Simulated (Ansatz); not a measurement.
**InH3Cl− ([InClH3]-) at CCSD/STO-3G**

Aim: the vertical ionisation energy of InH3Cl− ([InClH3]-) at CCSD/STO-3G, from 2 runs. 

The calculation is run with Ansatz 0.2.0.

6 further runs of the same task are left out: 6 that didn't finish.

### Step 1. The structure to begin with

The species is InH3Cl− (5 atoms), meant as a singlet with charge -1. SMILES: `[H][In-]([H])([H])[Cl]`. Geometry: a GFN2-xTB relaxation, a rough one for these elements and not checked as a minimum.

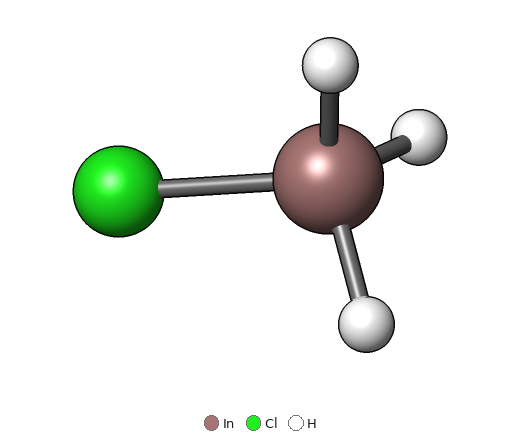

Viewed from a chosen angle; indium brown, chlorine green, hydrogen white.

### Step 2. A single-point energy at CCSD/STO-3G

The input, job.yaml:

```yaml
crystal:
  periodic: [false, false, false]
  atoms:
    - symbol: In
      position_ang: [-0.002150, 0.000620, -0.175700]
    - symbol: Cl
      position_ang: [0.012800, -0.020350, 2.163640]
    - symbol: H
      position_ang: [1.620790, 0.013380, -0.670930]
    - symbol: H
      position_ang: [-0.818090, 1.410990, -0.645940]
    - symbol: H
      position_ang: [-0.813350, -1.404640, -0.671060]
basis:
  gaussian: {orbitals: STO-3G}
total_charge: -1
correlation: {method: ccsd, frozen_orbitals: {Cl: 5, H: 0, In: 18}}
accuracy: high
scf: {omitted_lower_state_checks: [cluster_reference, increment]}
```

Launch:

```bash
$ ansatz run job.yaml --threads 1 --pin off --max-ram 2610MiB --events-out events.jsonl --progress --plain --runs-dir runs
```

Log:

```text
Warning: RAYON_NUM_THREADS=1 ignored (pool sized by the plan → 1); use --threads N
Functional definition: HF
  name "HF"
  exchange = exact_x
  correlation = 0
these checks for a lower state are left out or cut short: cluster_reference, increment
718 factors; integrals over basis functions are off by at most 4.0e-9 eV
mean field evaluation 1: about -167055.4700 eV, gradient 8.5e0 eV
mean field evaluation 2: about -167055.4810 eV, gradient 8.4e0 eV
mean field evaluation 4: about -167055.9485 eV, gradient 2.7e-1 eV
mean field evaluation 8: about -167055.9482 eV, gradient 3.5e-4 eV
mean field -167055.94820962 eV, -6139.1928621148 hartree, gradient 1.3e-8 eV, S^2 0.000000; 0 other end points of the search recorded, 0 dependent functions left out
23 core orbitals not correlated: weight in the atoms' cores, before any rotation towards them, 1.000 or more for the frozen orbitals, at most 0.000 for the correlated occupied ones
reference -167055.94820962 eV, -6139.1928621148 hartree; 12, 12 occupied and 4, 4 virtual orbitals, 718 factors
second order -0.93201429 eV of doubles, -0.00000000 eV of singles
cycle   1  -1.20277739 eV  change   -2.7e-1 eV  update   4.6e-2
cycle   2  -1.35472359 eV  change   -1.5e-1 eV  update   1.8e-2
cycle   3  -1.35610590 eV  change   -1.4e-3 eV  update   1.9e-3
cycle   4  -1.35620973 eV  change   -1.0e-4 eV  update   6.4e-4
cycle   5  -1.35643722 eV  change   -2.3e-4 eV  update   2.0e-4
cycle   6  -1.35646013 eV  change   -2.3e-5 eV  update   4.1e-5
cycle   7  -1.35645528 eV  change    4.9e-6 eV  update   9.8e-6
cycle   8  -1.35645654 eV  change   -1.3e-6 eV  update   2.1e-6
cycle   9  -1.35645661 eV  change   -7.4e-8 eV  update   5.5e-7
cycle  10  -1.35645650 eV  change    1.1e-7 eV  update   1.4e-7
cycle  11  -1.35645648 eV  change    2.2e-8 eV  update   3.4e-8
cycle  12  -1.35645649 eV  change   -9.9e-9 eV  update   1.2e-8
cycle  13  -1.35645610 eV  change    3.9e-7 eV  update   1.1e-7
cycle  14  -1.35645595 eV  change    1.5e-7 eV  update   3.6e-8
cycle  15  -1.35645593 eV  change    2.3e-8 eV  update   9.3e-9
cycle  16  -1.35645593 eV  change   -3.7e-9 eV  update   2.9e-9
cycle  17  -1.35645593 eV  change   -1.5e-9 eV  update  7.4e-10
Total energy: -167057.30466555 eV, -6139.2427109509 hartree
Checks for a lower state left out: cluster_reference, increment
```

It took 0.76 s on 1 thread of Arm Neoverse V1, shared host; peak memory 0.097 GiB.

### Step 3. Doublet neutral InH3Cl at the same level

The input, input.yaml:

```yaml
crystal:
  periodic: [false, false, false]
  atoms:
    - {symbol: In, position_ang: [-0.002150, 0.000620, -0.175700]}
    - {symbol: Cl, position_ang: [0.012800, -0.020350, 2.163640]}
    - {symbol: H, position_ang: [1.620790, 0.013380, -0.670930]}
    - {symbol: H, position_ang: [-0.818090, 1.410990, -0.645940]}
    - {symbol: H, position_ang: [-0.813350, -1.404640, -0.671060]}
basis:
  gaussian: {orbitals: STO-3G}
magnetization: {spin_polarized: true, initial_magnetization: 1}
correlation: {method: ccsd, frozen_orbitals: {Cl: 5, H: 0, In: 18}}
accuracy: high
scf: {omitted_lower_state_checks: [cluster_reference, increment]}
```

Launch:

```bash
$ ansatz run input.yaml --threads 1 --pin off --max-ram 2610MiB --events-out events.jsonl --progress --plain --runs-dir runs
```

Log:

```text
Warning: RAYON_NUM_THREADS=1 ignored (pool sized by the plan → 1); use --threads N
[... 4 set-up lines as earlier in the session ...]
these checks for a lower state are left out or cut short: cluster_reference, increment
718 factors; integrals over basis functions are off by at most 4.0e-9 eV
mean field evaluation 1: about -167053.0893 eV, gradient 9.2e0 eV
mean field evaluation 2: about -167053.1050 eV, gradient 9.1e0 eV
mean field evaluation 4: about -167054.3563 eV, gradient 9.7e-1 eV
mean field evaluation 8: about -167054.3927 eV, gradient 7.7e-2 eV
mean field evaluation 16: about -167054.4030 eV, gradient 8.2e-3 eV
mean field evaluation 32: about -167054.4020 eV, gradient 4.7e-2 eV
mean field evaluation 64: about -167053.6909 eV, gradient 1.4e0 eV
mean field evaluation 96: about -167054.3620 eV, gradient 1.3e0 eV
mean field -167054.40213296 eV, -6139.1360448457 hartree, gradient 4.0e-8 eV, S^2 0.775699; 8 other end points of the search recorded, 0 dependent functions left out
23 core orbitals not correlated: weight in the atoms' cores, before any rotation towards them, 1.000 or more for the frozen orbitals, at most 0.000 for the correlated occupied ones
reference -167054.40213296 eV, -6139.1360448457 hartree; 12, 11 occupied and 4, 5 virtual orbitals, 718 factors
second order -1.06848946 eV of doubles, -0.00000000 eV of singles
cycle   1  -1.38323496 eV  change   -3.1e-1 eV  update   7.3e-2
cycle   2  -1.63536065 eV  change   -2.5e-1 eV  update   4.3e-2
cycle   3  -1.69372129 eV  change   -5.8e-2 eV  update   2.6e-2
cycle   4  -1.71690392 eV  change   -2.3e-2 eV  update   1.7e-2
cycle   5  -1.72708134 eV  change   -1.0e-2 eV  update   8.9e-3
cycle   6  -1.72895757 eV  change   -1.9e-3 eV  update   5.3e-3
cycle   7  -1.72619212 eV  change    2.8e-3 eV  update   2.8e-3
cycle   8  -1.72896068 eV  change   -2.8e-3 eV  update   1.6e-3
cycle   9  -1.72871050 eV  change    2.5e-4 eV  update   1.0e-3
cycle  10  -1.72925605 eV  change   -5.5e-4 eV  update   7.9e-4
cycle  11  -1.72942212 eV  change   -1.7e-4 eV  update   5.6e-4
cycle  12  -1.72941015 eV  change    1.2e-5 eV  update   4.6e-4
cycle  13  -1.72935918 eV  change    5.1e-5 eV  update   4.5e-4
cycle  14  -1.72933496 eV  change    2.4e-5 eV  update   4.4e-4
cycle  15  -1.72940904 eV  change   -7.4e-5 eV  update   4.3e-4
cycle  16  -1.72944476 eV  change   -3.6e-5 eV  update   4.0e-4
cycle  17  -1.72962222 eV  change   -1.8e-4 eV  update   3.9e-4
cycle  18  -1.73026510 eV  change   -6.4e-4 eV  update   3.1e-4
cycle  19  -1.73023289 eV  change    3.2e-5 eV  update   1.9e-4
cycle  20  -1.73001060 eV  change    2.2e-4 eV  update   1.6e-4
cycle  21  -1.72996202 eV  change    4.9e-5 eV  update   7.4e-5
cycle  22  -1.72989310 eV  change    6.9e-5 eV  update   2.6e-5
cycle  23  -1.72990325 eV  change   -1.0e-5 eV  update   1.4e-5
cycle  24  -1.72990067 eV  change    2.6e-6 eV  update   6.0e-6
cycle  25  -1.72989891 eV  change    1.8e-6 eV  update   3.3e-6
cycle  26  -1.72990170 eV  change   -2.8e-6 eV  update   1.2e-6
cycle  27  -1.72990129 eV  change    4.1e-7 eV  update   5.5e-7
cycle  28  -1.72990120 eV  change    8.7e-8 eV  update   1.8e-7
cycle  29  -1.72990103 eV  change    1.7e-7 eV  update   7.5e-8
cycle  30  -1.72990100 eV  change    3.2e-8 eV  update   3.2e-8
cycle  31  -1.72990100 eV  change    2.0e-9 eV  update   2.0e-8
cycle  32  -1.72990101 eV  change   -1.3e-8 eV  update   1.3e-8
cycle  33  -1.72990102 eV  change   -1.2e-8 eV  update   8.3e-9
cycle  34  -1.72990103 eV  change   -6.3e-9 eV  update   4.3e-9
cycle  35  -1.72990103 eV  change   -2.3e-9 eV  update   2.3e-9
Total energy: -167056.13203399 eV, -6139.1996175360 hartree
Checks for a lower state left out: cluster_reference, increment
```

Run time: 3.9 s. Hardware: 1 thread of Arm Neoverse V1, shared host; peak memory 0.14 GiB.

### Step 4. Results

Level: CCSD/STO-3G, 23 core orbitals frozen.

| quantity | value |
| --- | --- |
| singlet InH3Cl−: total energy | -6139.24271 Eh |
| singlet InH3Cl−: correlation energy (23 core orbitals frozen) | -49.8 mEh |
| singlet InH3Cl−: T1 diagnostic | 0.005 |
| doublet neutral InH3Cl: total energy | -6139.19962 Eh |
| doublet neutral InH3Cl: correlation energy (23 core orbitals frozen) | -63.6 mEh |
| doublet neutral InH3Cl: ⟨S²⟩ of the reference determinant | 0.776 |
| doublet neutral InH3Cl: T1 diagnostic | 0.039 |
| vertical detachment energy (to the doublet neutral) | 1.173 eV |

What this shows: The vertical ionisation energy comes to 1.17 eV (113 kJ/mol). In a minimal basis such a difference can be off by several eV, whatever the method. Relativity is left out (singlet InH3Cl−) although the molecule holds a heavy atom. Relativity is left out (doublet neutral InH3Cl) although the molecule holds a heavy atom.
